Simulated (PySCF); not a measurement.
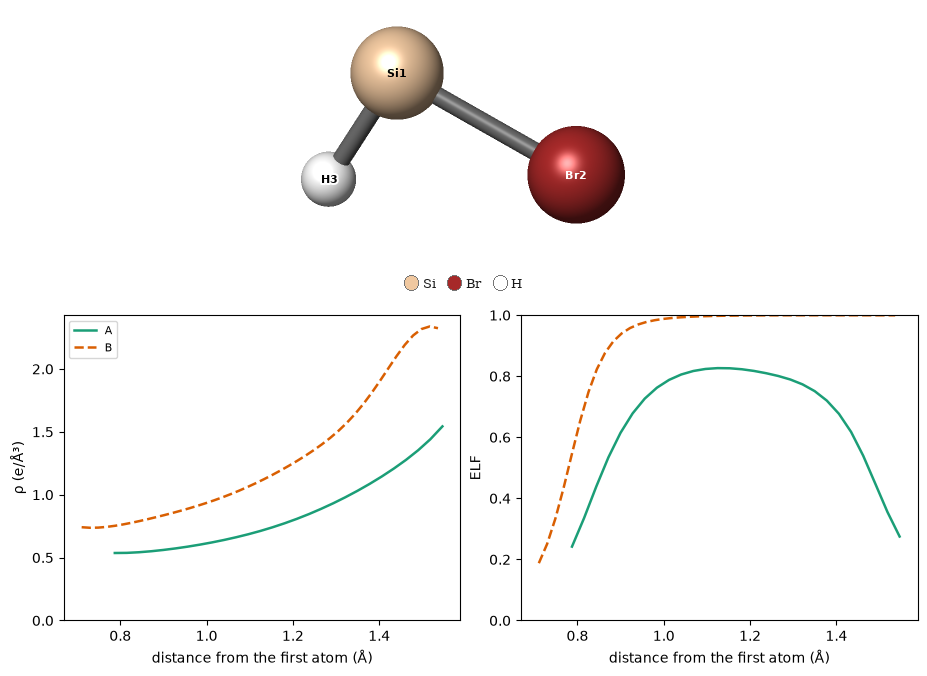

Figure 1: BrHSi (Monobromosilylene). Total electron density and electron localisation function along straight lines between neighbouring atoms. The curves leave out the atomic cores. The structure is drawn too.

Geometry: PBE0-D3(BJ)/def2-SVP.

Level of theory: PySCF, PBE0/def2-SVPD, SCF density, gas phase.

```xyz
3

Si    0.2795    0.3863    0.7300
Br    0.1741    0.5813   -1.5085
H    -0.4408   -0.9701    0.7621
```

Question: Which curve belongs to which contact (Si–Br and Si–H)? The first atom named is at distance zero.

Answer: Curve A: Si–Br (2.25 Å): ρ is about 0.71 e/Å³ halfway; the ELF peaks at about 0.85 between the atoms: a polar covalent bond. Curve B: Si–H (1.54 Å): the density is about 0.74 e/Å³ at the midpoint; the ELF climbs to about 1 towards the hydrogen, as it does in any bond to H.
